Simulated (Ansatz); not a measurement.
**ClFH2Si2 (SMILES F[Si](=[SiH2])Cl): density, localisation and related maps**

```xyz
6

F     0.0140   -2.2171   -0.2127
Si   -0.4566   -0.7162   -0.0010
Si    0.8252    1.0559   -0.4379
Cl   -2.4793   -0.7531   -0.1809
H     2.0185    0.6311    0.3704
H     0.0782    1.9994    0.4621
```

Geometry: PBE0-D4/def2-TZVP.

Method: RKS PBE0-D4/def2-TZVPP in Ansatz.

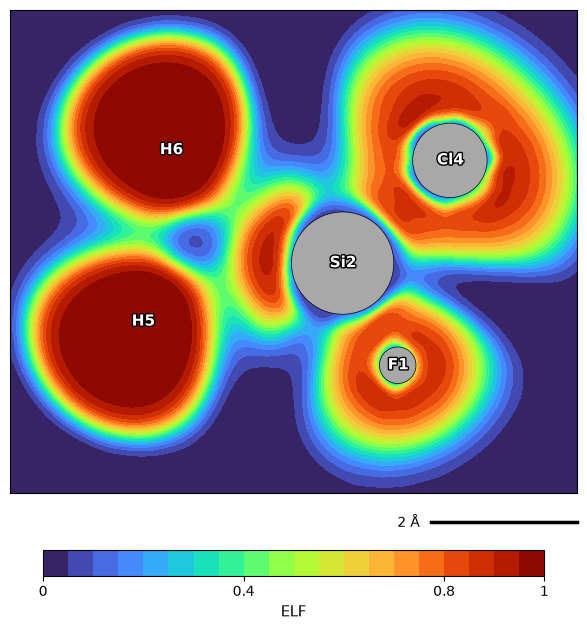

Figure 1. ELF on the plane of atoms F1, Si2 and Cl4. Grey discs cover the atomic cores.

> Interpret the plot.

- The plane passes through F, Si, Cl and H nuclei.
- Si–F (1.59 Å): the ELF peaks at about 0.85 in the valence shell of F, 0.6 Å from its nucleus, and is about 0.45 at the midpoint.
- Si–Cl (2.03 Å): the ELF peaks at about 0.85 between the atoms (a shared but strongly polarised pair).
- The ELF also peaks beside F1 and Cl4, away from the bonds: lone-pair regions.

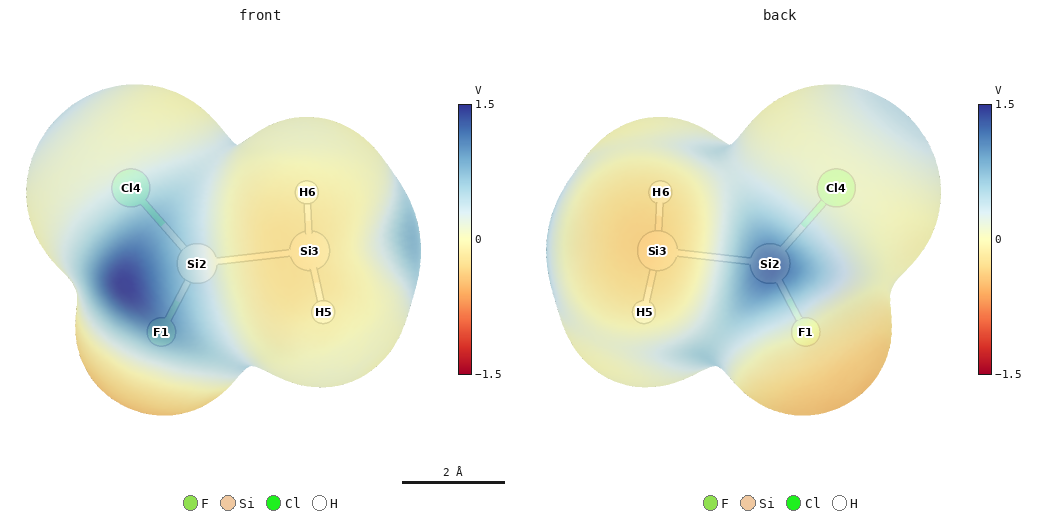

Figure 2. The molecular electrostatic potential painted on the density surface at 0.001 e/bohr³, seen from the front and from behind; red is negative and blue positive.

> Which sites attract a positive test charge, and which a negative one?

A positive charge is drawn to the negative regions and a negative charge to the positive ones. The most negative region (about −0.4 V) lies over F1, the most positive (about +1.4 V) over Si2.

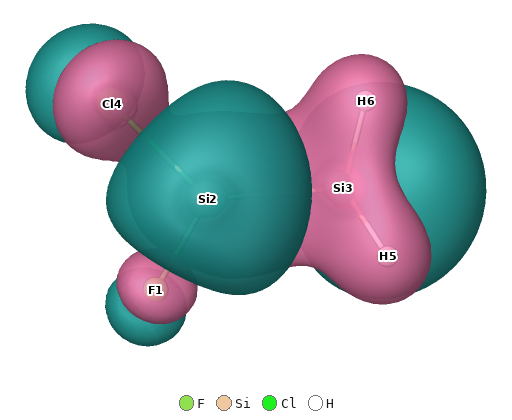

Figure 3. The LUMO at ±0.06 Å⁻³ᐟ² (teal and pink are the two phases), seen across its widest extent.

> Describe this orbital and give its energy.

Its weight (Hirshfeld) is mainly on Si2 (about 45 %), Si3 (about 35 %) and Cl4 (about 10 %). Its energy is −2.64 eV.
